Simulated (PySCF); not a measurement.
C2HFNSe, doublet, SMILES `[N]=CC(F)=[Se]`.

Computed with PySCF, BLYP/def2-SVP, geometry: GFN2-xTB. No frequency check shows the geometry to be a minimum. GFN2-xTB bond lengths at metals and heavier atoms can be off by up to 0.1 Å and shapes distorted, which carries into these values. GFN2-xTB doesn't know the spin state, so this open-shell geometry is rough.

Coordinates in Å:

```
N1       2.7805   -0.4743    0.0000
C2       1.5915   -0.7705    0.0000
C3       0.4946    0.2271    0.0000
F4       0.9060    1.4816    0.0000
Se5     -1.2162   -0.1457    0.0000
H6       1.2162   -1.8012    0.0000
```

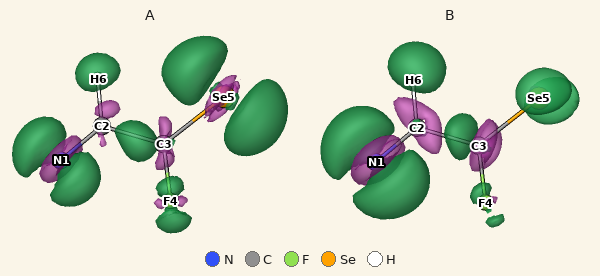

The two Fukui functions at ±0.03 e/Å³ (green positive, purple negative).

Question: Which panel is f⁻ (electron removed) and which f⁺ (electron added)?

Answer: A is f⁻, B is f⁺. f⁻ (Hirshfeld-condensed) is largest on Se5 (0.47); the vertical ionisation energy is 9.38 eV (to the singlet cation, which needn't be its lowest state). f⁺ (Hirshfeld-condensed) is largest on N1 (0.35) and Se5 (0.31); the vertical electron affinity is 0.96 eV (to the singlet anion, which needn't be its lowest state; the anion's highest orbital has positive energy, so this value and f⁺ depend on the basis).
